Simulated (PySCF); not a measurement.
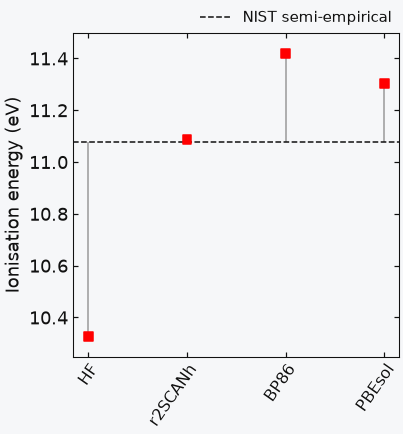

The ionisation energy of Sm⁺ ([Xe] 4f⁶ 6s → [Xe] 4f⁶) across levels of theory. PySCF, x2c-TZVPPall plus 1 diffuse shell for each l, spin-free X2C-1e, unrestricted single determinants, no spin-orbit coupling.

> Summarise the spread and list the values.

The values run from 10.32 eV (HF) to 11.42 eV (BP86). The NIST semi-empirical value is 11.08 ± 0.02 eV; nearest to it come r2SCANh (+0.01) and PBEsol (+0.23), furthest HF (−0.75 eV).

```
 Method  Ionisation energy (eV)
     HF                   10.32
r2SCANh                   11.09
   BP86                   11.42
 PBEsol                   11.30
```

Known limits: spin-orbit shift not estimated.
